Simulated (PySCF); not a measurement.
# H3HoO3 (Ho(OH)3): the cost of one run

The runs use PySCF 2.14.0; TPSS, Ho lcecp-1-SVP with ECP56, O def2-SVP, H def2-SVP; scalar-relativistic core potentials, no spin–orbit coupling.

5 further runs of the same task are left out: 2 for a known fault of the program, 2 that didn't finish, 1 set aside as unsound or not needed.

## (1) Where the work starts

7 atoms, charge 0, spin multiplicity 1.

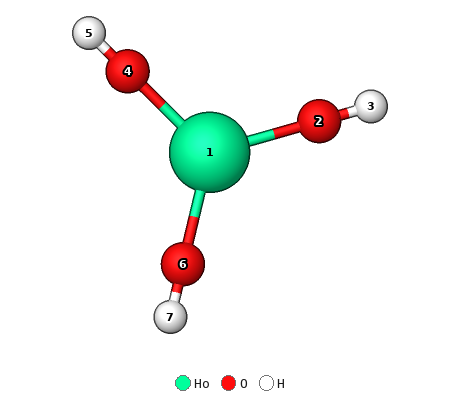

The geometry (holmium green, oxygen red, hydrogen white); atoms are numbered from 1 in the order of the file.

Geometry (Å):

| atom | x (Å) | y (Å) | z (Å) |
| --- | --- | --- | --- |
| Ho1 | 0.0000 | 0.0000 | 0.1126 |
| O2 | 2.0444 | 0.0000 | 0.1389 |
| H3 | 3.0089 | 0.0000 | 0.1621 |
| O4 | -1.0222 | 1.7705 | 0.1389 |
| H5 | -1.5045 | 2.6058 | 0.1621 |
| O6 | -1.0222 | -1.7705 | 0.1389 |
| H7 | -1.5045 | -2.6058 | 0.1621 |

Formal oxidation states: Ho +3. Each metal's 10 4f electrons lie in its core potential, so multiplicities, spins and levels count the valence alone. An earlier session relaxed this geometry at TPSS, Ho lcecp-1-SVP with ECP56, O def2-SVP, H def2-SVP (singlet, point group C3v).

Its energy there is -265.170462 Eh.

## (2) Atoms moved at random, σ = 0.1 Å

File run.py (the lines that set the calculation):

```python
mol = gto.M(atom='''
Ho    -0.12551     0.08050     0.23764
O      2.04302    -0.06240     0.07128
H      3.20028     0.05598     0.08962
O     -0.90973     1.88485     0.18886
H     -1.65514     2.52887     0.29510
O     -0.85727    -1.79957    -0.01137
H     -1.69565    -2.68824     0.14457''',
    basis={'Ho': 'lcecp-1-SVP', 'O': 'def2-SVP', 'H': 'def2-SVP'},
    ecp={'Ho': 'lcecp-1-SVP'},
    charge=0, spin=0)
mf = dft.RKS(mol, xc='TPSS')
mf.grids.atom_grid = (50, 194)  # f atoms: unpruned, at least (60, 302)
mf = mf.density_fit()  # fitting sets: Ho AutoAux, O def2-universal-JKFIT, H def2-universal-JKFIT
mf.conv_tol = 1e-08; mf.max_cycle = 55
mf.kernel(dm0)  # dm0: the density of the relaxed state
```

Started as:

```console
$ OMP_NUM_THREADS=2 python run.py
```

**Question.** How long does this run take on 2 threads of Arm Neoverse V1, shared host?

About 5.6 s.
